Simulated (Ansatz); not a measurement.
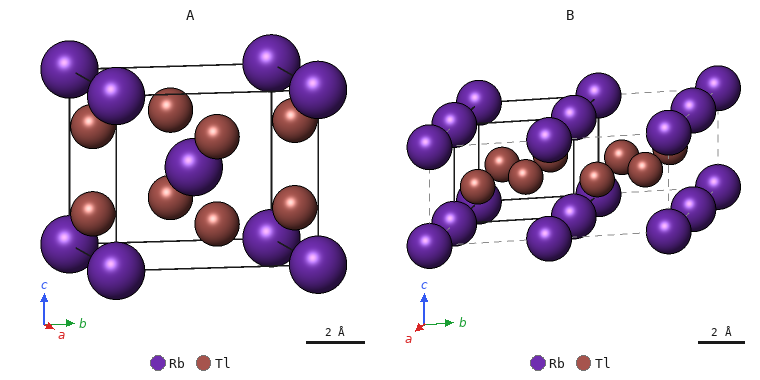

Two structures of RbTl₂, each relaxed to rest (conventional cells in solid outline, small ones repeated, not to one scale). Method: DFT PBE, scalar-relativistic, plane waves, PAW (Ansatz 0.2.0), without spin polarisation.

### Give the type and space group of each.

A: 6 atoms a cell on a body-centred tetragonal lattice, I4/mmm. B: AlB₂ type, P6/mmm.

### What is the energy order of the two?

B is lower, by 212 meV/atom at this level of theory (energies at zero smearing). Volumes: A 52.4, B 39.5 Å³/atom.

One or both may be structure types tried for this composition rather than known phases.
